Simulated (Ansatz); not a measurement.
**Molecular dynamics of Si3N3H13 (part 4 of 4)**

Si3N3H13; RKS PBE/def2-SVP (Ansatz 0.2.0). It belongs to a series of runs on one base structure; here: dynamics from the highest image of the converged band.

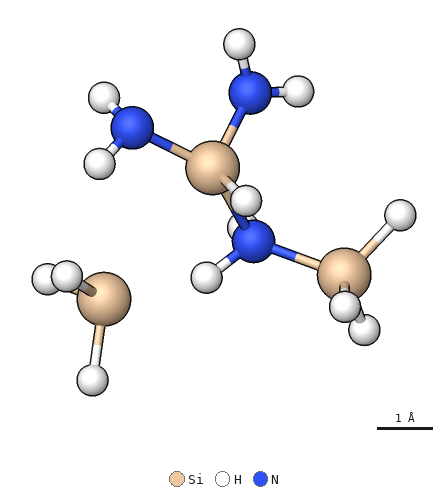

Fig. 1: The geometry at step 167 of the log (ball-and-stick view, seen at a tilt).

Trajectory as extended XYZ, continued
```
19
Properties=species:S:1:pos:R:3:forces:R:3 step=125 time_fs=62.5 energy=-28285.42852 temperature=41.2
Si    0.2225   -0.3058    0.0047   -0.1668   0.0694   0.2678
Si   -0.3789    0.5266    3.0064   -0.0158  -0.4110   0.0467
H    -1.8491    0.1703    3.2778    0.1666   0.0141   0.0489
H     0.2570    0.6414    4.3993   -0.1512   0.0460  -0.1035
H    -0.5337    1.9562    2.5604    0.0530   0.3895  -0.0342
H     1.5679    0.3373   -0.0382    0.0936   0.0705   0.0569
N    -1.0242    0.9145   -0.1907    0.7630   0.1963   0.3798
H    -1.9340    0.4868   -0.3193   -0.6681  -0.0016   0.0134
H    -1.0557    1.6688    0.5258   -0.0837  -0.4821  -0.3510
N    -0.2370   -1.3628   -1.3030    0.8054  -1.1194   0.3925
H     0.3740   -2.1799   -1.5257   -0.6063   0.6469   0.1233
H    -0.6114   -0.9486   -2.1432   -0.1767   0.2924  -0.5579
N     0.7752   -1.8721    1.1929   -0.0074   0.3463   0.0518
H     0.0679   -2.6336    1.1992    0.1933   0.1488  -0.1097
Si    2.5237   -2.4001    1.0563   -0.1061   0.4019   0.6092
H     2.7625   -3.5005    2.0655    0.0449   0.1120  -0.2040
H     2.6725   -2.8875   -0.3419    0.2183  -0.0511  -0.1881
H     3.3845   -1.1663    1.3868   -0.4038  -0.5921  -0.2227
H     0.5528   -1.2274    2.0755    0.0478  -0.0769  -0.2191
19
Properties=species:S:1:pos:R:3:forces:R:3 step=133 time_fs=66.5 energy=-28285.45204 temperature=51.7
Si    0.2154   -0.3099    0.0028   -0.1493   0.0626   0.3963
Si   -0.3774    0.5233    3.0067    0.0624   0.0897  -0.3397
H    -1.8284    0.1602    3.2698   -0.1076  -0.0280   0.0957
H     0.2415    0.6344    4.3898   -0.0385   0.0672   0.1070
H    -0.5363    1.9833    2.5559    0.0784  -0.0573   0.1059
H     1.5356    0.3628   -0.0237    0.2914   0.0767   0.0442
N    -1.0148    0.9106   -0.1973   -0.4320  -0.4918  -0.2010
H    -1.9620    0.5121   -0.3145    0.2124   0.1727   0.0079
H    -1.0562    1.6144    0.5385    0.0246   0.3074   0.2652
N    -0.2353   -1.3556   -1.3048   -0.5503   0.4530  -0.5287
H     0.3315   -2.1567   -1.5293    0.3239  -0.6183  -0.1983
H    -0.6146   -0.9204   -2.1688    0.2717  -0.2210   0.5717
N     0.7840   -1.8619    1.2063    0.2818   0.3418  -0.5471
H     0.0960   -2.6237    1.2170   -0.2016  -0.2025  -0.0926
Si    2.5231   -2.4009    1.0556   -0.0644   0.1752   0.5615
H     2.7334   -3.5001    2.0818    0.0856   0.1772  -0.2826
H     2.6796   -2.9139   -0.3465    0.1601   0.0516   0.0274
H     3.3718   -1.1705    1.3877   -0.2824  -0.5108  -0.2215
H     0.5573   -1.2213    2.0596    0.0339   0.1546   0.2284
19
Properties=species:S:1:pos:R:3:forces:R:3 step=142 time_fs=71.0 energy=-28285.43326 temperature=43.3
Si    0.2071   -0.3141    0.0033    0.5840   0.0499   0.4350
Si   -0.3754    0.5200    3.0049    0.0192   0.3062  -0.2842
H    -1.8219    0.1449    3.2769   -0.1280   0.0066   0.0480
H     0.2168    0.6383    4.3967    0.0173   0.0515   0.1299
H    -0.5257    2.0042    2.5688    0.0540  -0.3042   0.1238
H     1.5397    0.3997    0.0005   -0.1501  -0.1824   0.0250
N    -1.0088    0.9024   -0.2052   -0.5882   0.5041   0.6304
H    -1.9726    0.5611   -0.3110    0.0205  -0.1347  -0.1307
H    -1.0500    1.5856    0.5768    0.1959  -0.0879  -0.3507
N    -0.2366   -1.3466   -1.3111    0.6455  -1.2407   0.1867
H     0.3083   -2.1941   -1.5549   -0.3356   0.4797   0.1644
H    -0.5911   -0.9046   -2.1442   -0.2580   0.3366  -0.5776
N     0.7962   -1.8470    1.2146   -0.3004  -0.0586  -0.5838
H     0.1085   -2.6288    1.2213    0.1289   0.2808  -0.0186
Si    2.5214   -2.4013    1.0578   -0.7778  -0.7047  -0.3612
H     2.7173   -3.4777    2.0588    0.1587  -0.2655   0.1529
H     2.7156   -2.9339   -0.3459    0.0501   0.1220   0.1874
H     3.3251   -1.2407    1.3561    0.6556   0.7834   0.1356
H     0.5683   -1.1914    2.0746    0.0084   0.0578   0.0877
19
Properties=species:S:1:pos:R:3:forces:R:3 step=150 time_fs=75.0 energy=-28285.47125 temperature=60.3
Si    0.2026   -0.3176    0.0061    0.6933  -0.1543   0.2392
Si   -0.3735    0.5186    3.0019   -0.1102  -0.1386   0.3137
H    -1.8338    0.1327    3.2906    0.1248   0.0879  -0.0640
H     0.1962    0.6496    4.4207   -0.0292  -0.0126  -0.1192
H    -0.5078    1.9819    2.5981   -0.0148   0.0799  -0.0612
H     1.5276    0.4080    0.0263   -0.1601  -0.1577   0.0056
N    -1.0101    0.8988   -0.2068   -0.1721   0.3813   0.5119
H    -1.9746    0.5895   -0.3262   -0.2682  -0.2415  -0.1168
H    -1.0183    1.5663    0.5778    0.0641   0.2167  -0.1284
N    -0.2341   -1.3476   -1.3170   -0.2401   0.1691  -0.5619
H     0.2646   -2.1975   -1.5656    0.1278  -0.1880  -0.0415
H    -0.5889   -0.8635   -2.1635    0.1964  -0.3102   0.4652
N     0.8047   -1.8332    1.2153   -0.0782   0.4738  -0.3331
H     0.1263   -2.6052    1.2216   -0.2553  -0.1093   0.0563
Si    2.5162   -2.4048    1.0585   -0.0650   0.0467   0.0249
H     2.7267   -3.4906    2.0542    0.0927  -0.1508   0.1371
H     2.7571   -2.9343   -0.3212   -0.0004   0.0144  -0.1040
H     3.3630   -1.2137    1.3407    0.1249   0.0586   0.0241
H     0.5791   -1.1541    2.1023   -0.0304  -0.0656  -0.2481
19
Properties=species:S:1:pos:R:3:forces:R:3 step=158 time_fs=79.0 energy=-28285.43538 temperature=44.2
Si    0.2016   -0.3221    0.0102    0.1870  -0.3890  -0.0577
Si   -0.3721    0.5166    3.0004   -0.0976  -0.3303   0.5188
H    -1.8306    0.1327    3.2955    0.0987   0.0841  -0.1073
H     0.1725    0.6592    4.4297    0.0161  -0.0605  -0.1431
H    -0.4917    1.9701    2.6188   -0.0516   0.3163  -0.1817
H     1.4973    0.3957    0.0527    0.2551   0.1084  -0.0203
N    -1.0144    0.8987   -0.2032   -0.6846  -0.2884   0.0787
H    -1.9984    0.5886   -0.3542    0.6291   0.1799   0.1943
H    -0.9781    1.5797    0.5603   -0.1971   0.3501   0.0479
N    -0.2325   -1.3488   -1.3269    0.1528  -0.1457   0.3433
H     0.2325   -2.2191   -1.5793    0.0907  -0.0623   0.0031
H    -0.5712   -0.8513   -2.1452   -0.1276   0.0683  -0.3226
N     0.8115   -1.8155    1.2120   -0.3963   0.0051  -0.3434
H     0.1170   -2.5860    1.2299    0.0254   0.1582   0.0791
Si    2.5108   -2.4082    1.0593    0.8377   0.4814   0.5107
H     2.7491   -3.5220    2.0664   -0.0643   0.2856  -0.1831
H     2.7981   -2.9315   -0.3095   -0.0808  -0.0279  -0.1908
H     3.4201   -1.1760    1.3297   -0.5312  -0.7466  -0.0872
H     0.5854   -1.1240    2.0982   -0.0615   0.0132  -0.1388
19
Properties=species:S:1:pos:R:3:forces:R:3 step=167 time_fs=83.5 energy=-28285.47175 temperature=60.6
Si    0.2020   -0.3292    0.0144    0.1298  -0.0572  -0.3416
Si   -0.3712    0.5126    3.0017    0.0169   0.2557   0.1127
H    -1.8152    0.1465    3.2829   -0.2014   0.0024  -0.0608
H     0.1507    0.6598    4.4194    0.1342  -0.0511   0.1138
H    -0.4817    2.0005    2.6130   -0.0051  -0.1800  -0.0666
H     1.5014    0.3973    0.0784    0.1094   0.0673  -0.0661
N    -1.0236    0.8974   -0.1961    0.9805   0.2842   0.6140
H    -1.9731    0.6008   -0.3617   -0.7427  -0.1692   0.0335
H    -0.9676    1.6370    0.5305   -0.2545  -0.2138  -0.3513
N    -0.2292   -1.3519   -1.3352    0.0522   0.0755  -0.1166
H     0.2090   -2.2437   -1.5912   -0.0286   0.2405   0.1040
H    -0.5653   -0.8368   -2.1630    0.0985  -0.2775   0.2045
N     0.8146   -1.7952    1.2038   -0.2792  -0.1372  -0.3912
H     0.1053   -2.5436    1.2528   -0.0562  -0.0438   0.0573
Si    2.5095   -2.4095    1.0629    0.4020  -0.2045  -0.2255
H     2.7634   -3.5144    2.0541   -0.1206   0.1070  -0.0129
H     2.8276   -2.9311   -0.3231   -0.2172   0.0454   0.1135
H     3.4055   -1.2444    1.3070    0.0200   0.1015   0.1337
H     0.5822   -1.0862    2.0725   -0.0380   0.1550   0.1456
19
Properties=species:S:1:pos:R:3:forces:R:3 step=175 time_fs=87.5 energy=-28285.45568 temperature=53.5
Si    0.2032   -0.3360    0.0162    0.4273   0.1935  -0.5292
Si   -0.3703    0.5103    3.0038   -0.0483   0.4038   0.0872
H    -1.8273    0.1606    3.2610   -0.1158  -0.0068  -0.0476
H     0.1504    0.6519    4.4236    0.0921  -0.0391   0.0974
H    -0.4739    2.0060    2.5955    0.0479  -0.3558   0.0082
H     1.5219    0.4089    0.0906   -0.2813  -0.1105  -0.1072
N    -1.0250    0.8970   -0.1846   -0.5999  -0.9388  -0.3581
H    -2.0129    0.5996   -0.3543    0.7740   0.1891   0.2277
H    -0.9959    1.6753    0.4656   -0.0263   0.3950   0.3772
N    -0.2253   -1.3541   -1.3419   -0.1789   0.7006   0.2785
H     0.1892   -2.2409   -1.5881    0.2987  -0.4272  -0.0067
H    -0.5555   -0.8518   -2.1718   -0.0086  -0.0890   0.0277
N     0.8137   -1.7787    1.1921   -0.1866  -0.1306  -0.2163
H     0.0899   -2.5077    1.2826   -0.0242  -0.1170   0.0224
Si    2.5106   -2.4116    1.0650   -0.4160  -0.4284  -0.7307
H     2.7578   -3.4916    2.0419   -0.0866  -0.2948   0.3159
H     2.8214   -2.9255   -0.3232   -0.1713  -0.0046   0.0816
H     3.3932   -1.2942    1.3065    0.5643   0.8376   0.2770
H     0.5725   -1.0291    2.0688   -0.0606   0.2228   0.1948
19
Properties=species:S:1:pos:R:3:forces:R:3 step=183 time_fs=91.5 energy=-28285.52806 temperature=86.4
Si    0.2065   -0.3420    0.0151    0.3748   0.0030  -0.6721
Si   -0.3698    0.5098    3.0067   -0.1373  -0.1301   0.4939
H    -1.8540    0.1741    3.2315    0.1935   0.0063  -0.0595
H     0.1628    0.6380    4.4397   -0.0544  -0.0305  -0.1312
H    -0.4590    1.9653    2.5770    0.0873   0.0703  -0.0824
H     1.5071    0.4080    0.0875   -0.1089   0.0332  -0.0744
N    -1.0293    0.8900   -0.1743    0.7245   0.4701   0.6847
H    -1.9867    0.6113   -0.3214   -0.7286  -0.3771  -0.1094
H    -1.0279    1.7402    0.4312    0.2194  -0.6725  -0.3051
N    -0.2222   -1.3512   -1.3458    0.4031  -0.5948   0.2250
H     0.2001   -2.2711   -1.5784   -0.2206   0.6767   0.3052
H    -0.5489   -0.8779   -2.1829   -0.1323   0.1342  -0.2811
N     0.8107   -1.7640    1.1780   -0.1722  -0.3372  -0.1168
H     0.0751   -2.4851    1.3151    0.2464   0.1002  -0.0348
Si    2.5101   -2.4153    1.0637   -0.0481   0.6313   0.0361
H     2.7376   -3.5037    2.0688   -0.1308  -0.0157   0.0259
H     2.7912   -2.9215   -0.3139    0.0312  -0.1165  -0.1649
H     3.4449   -1.2454    1.3415   -0.2867  -0.3030  -0.0290
H     0.5512   -0.9360    2.0953   -0.2603   0.4520   0.2899
19
Properties=species:S:1:pos:R:3:forces:R:3 step=192 time_fs=96.0 energy=-28285.80270 temperature=211.7
Si    0.2127   -0.3492    0.0095    0.4046  -0.8459  -0.7774
Si   -0.3699    0.5085    3.0130   -0.0905  -0.2489   0.7680
H    -1.8534    0.1882    3.1878    0.1588  -0.0961  -0.0501
H     0.1682    0.6172    4.4375   -0.0751   0.0001  -0.0920
H    -0.4250    1.9318    2.5403    0.1854   0.2462  -0.1576
H     1.4771    0.4175    0.0714    0.2569   0.3068  -0.0078
N    -1.0296    0.8829   -0.1568   -0.7168  -1.2884  -0.1295
H    -2.0187    0.5786   -0.2918    0.7060   0.0924   0.1059
H    -1.0271    1.7421    0.3714    0.2222   0.5360   0.4920
N    -0.2163   -1.3500   -1.3484   -0.5222   1.0673  -0.2634
H     0.2006   -2.2454   -1.5282    0.3550  -0.6744  -0.0531
H    -0.5534   -0.8991   -2.2154    0.1416  -0.2103   0.3812
N     0.8066   -1.7510    1.1594    0.6629  -0.1801  -0.8275
H     0.0871   -2.4560    1.3490   -0.1152  -0.2239   0.0386
Si    2.5087   -2.4157    1.0624   -0.6544   0.8439   0.2863
H     2.6918   -3.5179    2.1008   -0.1109   0.2591  -0.2976
H     2.7637   -2.9362   -0.3267    0.2212  -0.0886   0.0128
H     3.4604   -1.2355    1.3767   -0.4047  -0.6073  -0.1918
H     0.4738   -0.7369    2.1877   -0.6248   1.1119   0.7630
19
Properties=species:S:1:pos:R:3:forces:R:3 step=200 time_fs=100.0 energy=-28286.00775 temperature=303.3
Si    0.2209   -0.3601    0.0001    1.1451  -1.0250  -0.4645
Si   -0.3714    0.5075    3.0237   -2.3277   3.6350   2.7215
H    -1.8299    0.1856    3.1407   -0.1706  -0.2069  -0.0323
H     0.1623    0.5987    4.4235    0.0177   0.0430   0.2367
H    -0.3659    1.9329    2.4861    0.2070  -0.2169   0.0548
H     1.4808    0.4675    0.0544   -0.0726   0.0537  -0.0148
N    -1.0340    0.8668   -0.1399    0.5721   0.0637   0.8474
H    -1.9907    0.5487   -0.2560   -0.4641  -0.0655   0.0161
H    -0.9920    1.7752    0.3632    0.0185  -0.6449  -0.2486
N    -0.2144   -1.3419   -1.3525    0.4382  -0.9857   0.2656
H     0.2314   -2.2726   -1.4813   -0.3531   0.7386   0.0789
H    -0.5459   -0.9383   -2.2129   -0.2257   0.2514  -0.6505
N     0.8091   -1.7421    1.1342    0.3706  -0.3287  -0.9403
H     0.0938   -2.4519    1.3804    0.2514   0.2111  -0.1392
Si    2.5033   -2.4115    1.0624   -1.9352   0.2635  -0.4662
H     2.6340   -3.4974    2.0899   -0.0064  -0.0860  -0.0174
H     2.7727   -2.9634   -0.3365    0.2555   0.0012   0.2953
H     3.4208   -1.3090    1.3821    0.5000   0.3798   0.0258
H     0.3351   -0.4259    2.3597    1.7792  -2.0815  -1.5680
```

The run was set up as follows.

Input
```yaml
crystal:
  periodic: [false, false, false]
  atoms:
    - { symbol: Si, position_ang: [0.205695, -0.308853, 0.052173] }
    - { symbol: Si, position_ang: [-0.349864, 0.539493, 2.948527] }
    - { symbol: H, position_ang: [-1.869107, 0.468833, 3.072798] }
    - { symbol: H, position_ang: [0.107916, 0.542899, 4.405239] }
    - { symbol: H, position_ang: [-0.140896, 2.001733, 2.552222] }
    - { symbol: H, position_ang: [1.521381, 0.409442, 0.064554] }
    - { symbol: "N", position_ang: [-1.076706, 0.861095, -0.149685] }
    - { symbol: H, position_ang: [-2.025297, 0.478131, -0.229922] }
    - { symbol: H, position_ang: [-1.083975, 1.631386, 0.53056] }
    - { symbol: "N", position_ang: [-0.192542, -1.353431, -1.293167] }
    - { symbol: H, position_ang: [0.358736, -2.182809, -1.521411] }
    - { symbol: H, position_ang: [-0.531907, -0.898242, -2.144547] }
    - { symbol: "N", position_ang: [0.771699, -1.873092, 1.159192] }
    - { symbol: H, position_ang: [0.0797, -2.635941, 1.073864] }
    - { symbol: Si, position_ang: [2.511939, -2.396613, 1.063416] }
    - { symbol: H, position_ang: [2.668924, -3.730083, 1.732216] }
    - { symbol: H, position_ang: [2.895859, -2.487245, -0.384478] }
    - { symbol: H, position_ang: [3.303127, -1.340814, 1.767372] }
    - { symbol: H, position_ang: [0.51572, -1.283189, 2.057477] }
basis:
  gaussian: { orbitals: def2-SVP }
hamiltonian:
  xc: pbe
md:
  timestep: 0.5
  n_steps: 200
  ensemble: nve
  temperature: 100.0
  initial_velocities: maxwell_boltzmann
  seed: 9180
```

Launch command:
```bash
ansatz run input.yaml --threads 4 --pin off --max-ram 5120MiB --backend cpu --events-out ev --progress --plain --runs-dir out
```

Results in brief

```json
{"quantity": "outcome", "value": "finished"}
{"quantity": "mean temperature over the second half", "value": "80 K"}
{"quantity": "trajectory", "value": "200 steps, 100 fs"}
{"quantity": "ensemble", "value": "nve"}
{"quantity": "temperature in the input", "value": "100.0 K"}
{"quantity": "time step", "value": "0.5 fs"}
{"quantity": "potential energy (last step)", "value": "−28286.0078 eV"}
{"quantity": "mean-field energy (last step)", "value": "−28286.0078 eV"}
{"quantity": "largest force (length of the vector) (last step)", "value": "5.103 eV/Å"}
{"quantity": "hardware", "value": "4 threads of Intel Xeon @ 2.50GHz (Skylake/Cascade Lake), 12 GiB of memory available, shared host"}
{"quantity": "wall time", "value": "12 min (CPU time 46 min)"}
{"quantity": "peak memory", "value": "0.28 GiB"}
```

Notes

So short a trajectory is not equilibrated.
